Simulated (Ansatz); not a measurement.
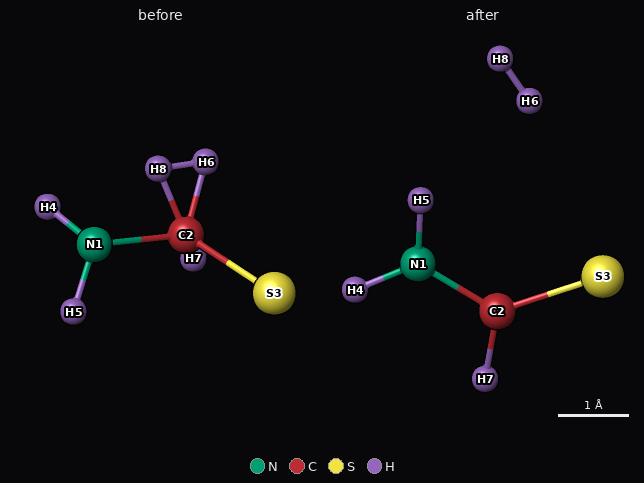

The structure of CH$_{5}$NS before (left) and after (right) a relaxation, at one scale.

A ball-and-stick model, seen at a tilt.

It is one of the separated reactants of a reaction.

Level of theory: RKS PBE-D4/def2-SVP (Ansatz). Set-up: force threshold 0.03 eV/Å; at most 250 steps.

Summarise the run.

Answer. H8 moves most after the best rigid fit: 1.98 Å. By element the largest moves are H 1.98 Å, C 1.15 Å, S 0.92 Å, N 0.73 Å. Some distances before and after: C2–H8 1.060 → 4.016 Å, C2–H6 1.092 → 3.399 Å, N1–H8 1.467 → 3.514 Å, C2–S3 1.810 → 1.651 Å. Bonds break: C2–H6 (1.09 → 3.40 Å), C2–H8 (1.06 → 4.02 Å). Among the angles between lasting bonds that change: S3–C2–H7 107.3° → 121.5°, N1–C2–S3 112.7° → 126.1°, C2–N1–H4 110.4° → 121.6°. The energy falls by 5.351 eV in 40 accepted moves (47 points after the start). Largest force component: 9.6 eV/Å at the start, 0.024 eV/Å at the end. The line search rejected the trial steps at points 10, 13, 24, 27, 31, 35, 44 of the run. The forces were under the threshold at step 42, but the run went on from there.
